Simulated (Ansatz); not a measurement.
# UHSE06/def2-SVP run of CH4ClGe (SMILES [CH3][GeH][Cl])

Aim: the vertical ionisation energy of CH4ClGe at UHSE06/def2-SVP, from 2 runs. 

The calculation is run with Ansatz 0.2.0.

68 further runs of the same task are left out: 68 set aside as unsound or not needed.

## Step 1: The structure to begin with

The species is CH4ClGe (7 atoms), meant as a doublet with charge 0. As SMILES, `[CH3][GeH][Cl]`. Geometry: relaxed at PBE0-D4/def2-TZVP.

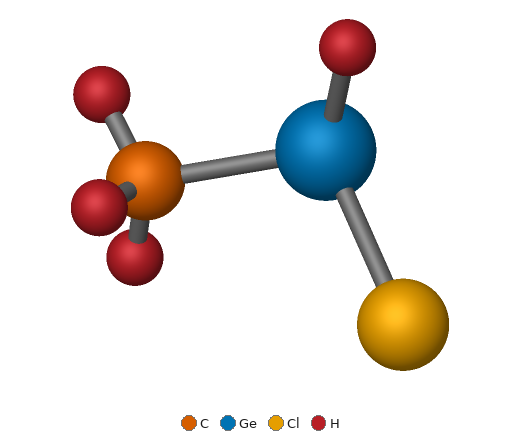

Viewed from a chosen angle; carbon orange, germanium blue, chlorine amber, hydrogen red.

## Step 2: The energy at UHSE06/def2-SVP

The input, in.yaml:

```yaml
crystal:
  periodic: [false, false, false]
  atoms:
    - symbol: C
      position_ang: [-0.733100, 0.438400, -0.261900]
    - symbol: Ge
      position_ang: [0.705400, -0.885500, -0.183100]
    - symbol: Cl
      position_ang: [1.017000, -1.361700, 1.909500]
    - symbol: H
      position_ang: [-0.433400, 1.314500, 0.317300]
    - symbol: H
      position_ang: [-1.646200, 0.021400, 0.160800]
    - symbol: H
      position_ang: [-0.909900, 0.729400, -1.298200]
    - symbol: H
      position_ang: [2.061400, -0.324500, -0.690100]
basis:
  gaussian: {orbitals: def2-SVP}
magnetization: {spin_polarized: true, initial_magnetization: 1}
hamiltonian: {xc: {name: HSE06}}
accuracy: high
output: {orbitals: {seedname: orbitals}}
```

Launch:

```sh
$ ansatz run in.yaml --threads 1 --pin off --max-ram 3480MiB --events-out events.jsonl --progress --plain --runs-dir runs
```

The program printed:

```text
Warning: RAYON_NUM_THREADS=1 ignored (pool sized by the plan → 1); use --threads N
Functional definition: HSE06
  name "HSE06"
  parameter a = 0.25
  parameter omega = 0.11/bohr
  exchange = pbe_x - a*pbe_x_sr(omega) + a*exact_x_sr(omega)
  correlation = pbe_c
1779 factors; integrals over basis functions are off by at most 4.7e-9 eV
90 factors; integrals over basis functions are off by at most 1.6e-9 eV
mean field evaluation 1: about -70113.7428 eV, gradient 3.2e1 eV
mean field evaluation 2: about -70109.4119 eV, gradient 4.0e1 eV
mean field evaluation 4: about -70118.5727 eV, gradient 1.1e0 eV
mean field evaluation 8: about -70118.6887 eV, gradient 1.4e-1 eV
mean field evaluation 16: about -70118.6888 eV, gradient 6.1e-5 eV
mean field -70118.68877231 eV, -2576.8142842281 hartree, gradient 2.8e-8 eV, S^2 0.751549; 0 other end points of the search recorded, 0 dependent functions left out
reference -70118.68877515 eV, -2576.8142843324 hartree; 30, 29 occupied and 54, 55 virtual orbitals, 1779 factors
Total energy: -70118.68877515 eV, -2576.8142843324 hartree
```

It took 15 s on 1 thread of Arm Neoverse V1, shared host; peak memory 0.43 GiB.

## Step 3: The singlet cation, same level

The input, job.yaml:

```yaml
crystal:
  periodic: [false, false, false]
  atoms:
    - {symbol: C, position_ang: [-0.733100, 0.438400, -0.261900]}
    - {symbol: Ge, position_ang: [0.705400, -0.885500, -0.183100]}
    - {symbol: Cl, position_ang: [1.017000, -1.361700, 1.909500]}
    - {symbol: H, position_ang: [-0.433400, 1.314500, 0.317300]}
    - {symbol: H, position_ang: [-1.646200, 0.021400, 0.160800]}
    - {symbol: H, position_ang: [-0.909900, 0.729400, -1.298200]}
    - {symbol: H, position_ang: [2.061400, -0.324500, -0.690100]}
basis:
  gaussian: {orbitals: def2-SVP}
total_charge: 1
hamiltonian: {xc: hse06}
accuracy: high
output: {orbitals: {seedname: orbitals}}
```

Launch:

```sh
$ ansatz run job.yaml --threads 1 --pin off --max-ram 3480MiB --events-out events.jsonl --progress --plain --runs-dir runs
```

The program printed:

```text
Warning: RAYON_NUM_THREADS=1 ignored (pool sized by the plan → 1); use --threads N
Functional definition: HSE06
  name "HSE06"
  parameter a = 0.25
  parameter omega = 0.11/bohr
  exchange = pbe_x - a*pbe_x_sr(omega) + a*exact_x_sr(omega)
  correlation = pbe_c
1778 factors; integrals over basis functions are off by at most 4.7e-9 eV
90 factors; integrals over basis functions are off by at most 1.6e-9 eV
mean field evaluation 1: about -70100.0089 eV, gradient 6.3e1 eV
mean field evaluation 2: about -70080.8612 eV, gradient 9.3e1 eV
mean field evaluation 4: about -70109.9612 eV, gradient 8.9e0 eV
mean field evaluation 8: about -70110.2880 eV, gradient 8.0e-1 eV
mean field evaluation 16: about -70110.2901 eV, gradient 1.1e-4 eV
mean field -70110.29006632 eV, -2576.5056374759 hartree, gradient 2.5e-8 eV, S^2 0.000000; 0 other end points of the search recorded, 0 dependent functions left out
reference -70110.29006926 eV, -2576.5056375838 hartree; 29, 29 occupied and 55, 55 virtual orbitals, 1778 factors
Total energy: -70110.29006926 eV, -2576.5056375838 hartree
```

It took 7.5 s on 1 thread of Arm Neoverse V1, shared host; peak memory 0.29 GiB.

## Step 4: Results

At UHSE06/def2-SVP:

```
                                           quantity           value
                      doublet CH4ClGe: total energy  -2576.81428 Eh
doublet CH4ClGe: HOMO energy (highest over α and β)        -5.78 eV
 doublet CH4ClGe: LUMO energy (lowest over α and β)        -3.23 eV
                              doublet CH4ClGe: ⟨S²⟩           0.752
                       singlet cation: total energy  -2576.50564 Eh
                        singlet cation: HOMO energy       -14.12 eV
                        singlet cation: LUMO energy       -10.90 eV
                      singlet cation: HOMO–LUMO gap         3.22 eV
 vertical ionisation energy (to the singlet cation)        8.399 eV
```

What this shows: Removing an electron at fixed nuclei costs 8.40 eV (194 kcal/mol). Only the singlet of the ionised species was computed; a triplet could lie lower.
